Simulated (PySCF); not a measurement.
Consider C$_{6}$H$_{16}$N$_{2}$Si.

```yaml
atoms:
  - { symbol: C, position_ang: [2.4132, 1.3251, 1.3017] }
  - { symbol: C, position_ang: [1.1479, 1.1613, 0.9259] }
  - { symbol: N, position_ang: [0.5790, 0.0609, 0.3287] }
  - { symbol: N, position_ang: [1.3905, -1.0474, -0.0023] }
  - { symbol: C, position_ang: [2.1517, -0.8374, -1.2228] }
  - { symbol: Si, position_ang: [-1.1383, -0.0850, 0.0008] }
  - { symbol: C, position_ang: [-1.3945, -1.7488, -0.8729] }
  - { symbol: C, position_ang: [-1.6952, 1.3749, -1.0986] }
  - { symbol: C, position_ang: [-2.1075, -0.0284, 1.6445] }
  - { symbol: H, position_ang: [3.1815, 0.5845, 1.1591] }
  - { symbol: H, position_ang: [2.7225, 2.2365, 1.7781] }
  - { symbol: H, position_ang: [0.4257, 1.9449, 1.1038] }
  - { symbol: H, position_ang: [2.0220, -1.2276, 0.7771] }
  - { symbol: H, position_ang: [1.4447, -0.7021, -2.0401] }
  - { symbol: H, position_ang: [2.8142, 0.0357, -1.1902] }
  - { symbol: H, position_ang: [2.7449, -1.7306, -1.4100] }
  - { symbol: H, position_ang: [-2.4504, -1.9297, -1.0445] }
  - { symbol: H, position_ang: [-0.8930, -1.7821, -1.8336] }
  - { symbol: H, position_ang: [-1.0063, -2.5657, -0.2753] }
  - { symbol: H, position_ang: [-1.5442, 2.3282, -0.6007] }
  - { symbol: H, position_ang: [-2.7507, 1.3008, -1.3411] }
  - { symbol: H, position_ang: [-1.1450, 1.4072, -2.0345] }
  - { symbol: H, position_ang: [-1.9457, 0.9080, 2.1699] }
  - { symbol: H, position_ang: [-3.1749, -0.1284, 1.4764] }
  - { symbol: H, position_ang: [-1.8031, -0.8308, 2.3096] }
```

Geometry: GFN2-xTB.

Level of theory: PySCF 2.14.0, PBE0/pcSseg-1, SCF density, gas phase, non-relativistic.

### What can the converged electron density and electron localisation function tell about the bonding?

C–C (1.33 Å): ρ is about 2.3 e/Å³ halfway; the ELF peaks at about 0.95 between the atoms (a short, multiple covalent bond).
C–N (1.38 Å): ρ is about 2.2 e/Å³ halfway; the ELF peaks at about 0.90 between the atoms; a covalent bond.
N–N (1.41 Å): the density is about 2.1 e/Å³ at the midpoint; the ELF peaks at about 0.90 between the atoms, as expected for localised, covalent bonding.
Si–N (1.75 Å): ρ at the midpoint is about 1 e/Å³; the ELF peaks at about 0.95 between the atoms; a polar covalent bond.

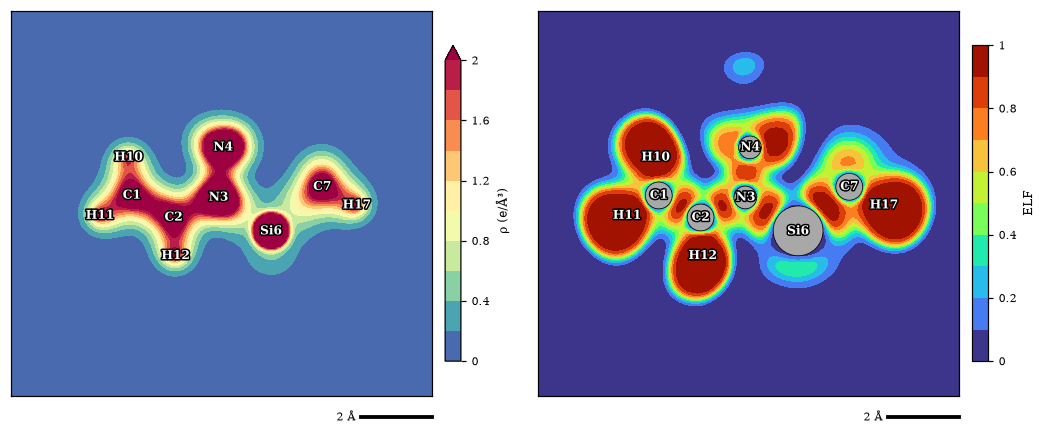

Computed electron density and electron localisation function on the plane of atoms C2, N3 and Si6, in this order. Grey discs cover the atomic cores in the ELF map. 
